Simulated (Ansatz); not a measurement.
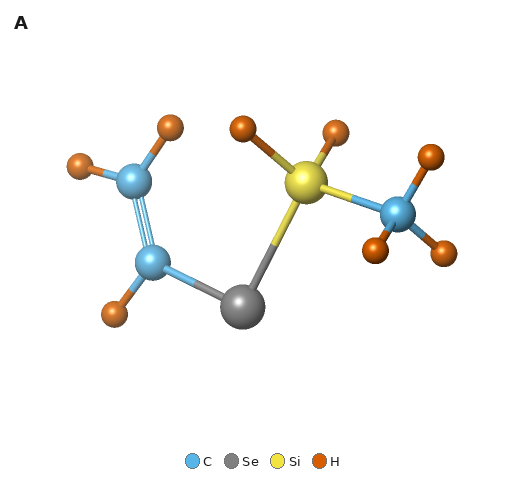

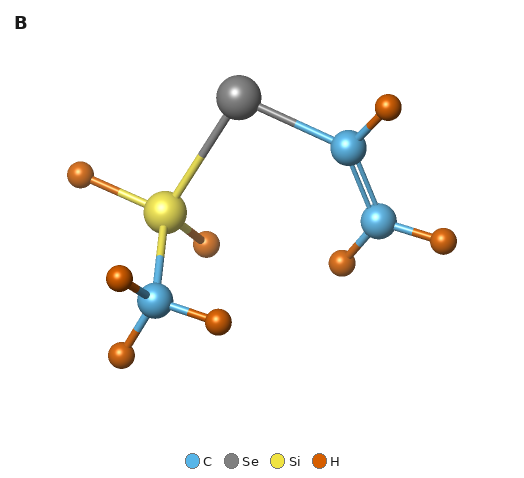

2 stationary structures of one formula. Geometries: PBE0-D4/def2-TZVP. Electronic energies: CCSD(T)/CBS (MP2 limit from def2-TZVPP and def2-QZVPP plus CCSD(T) − MP2) (Ansatz 0.2.0), without zero-point energy. No frequency run is at hand to confirm each as a minimum.

**Rank them by energy, lowest first.**

B is lowest; A lies 0.2 kcal/mol above it.

Give E(B) − E(A) in kcal/mol at these levels too: ωB97X-V/def2-TZVPP; RHF-CCSD(T) (frozen core)/def2-TZVPP; CCSD(T)/CBS (MP2 limit from def2-TZVPP and def2-QZVPP plus CCSD(T) − MP2); r2SCAN-D4/def2-TZVPP; B3LYP-D4/def2-TZVPP; PBE-D4/def2-TZVPP; B2PLYP (frozen core)/def2-TZVPP; PBE0-D4/def2-TZVP.

```csv
level,E(B) − E(A) (kcal/mol)
ωB97X-V/def2-TZVPP,−0.3
RHF-CCSD(T) (frozen core)/def2-TZVPP,−0.3
CCSD(T)/CBS (MP2 limit from def2-TZVPP and def2-QZVPP plus CCSD(T) − MP2),−0.2
r2SCAN-D4/def2-TZVPP,−0.2
B3LYP-D4/def2-TZVPP,−0.4
PBE-D4/def2-TZVPP,−0.3
B2PLYP (frozen core)/def2-TZVPP,−0.1
PBE0-D4/def2-TZVP,−0.3
```
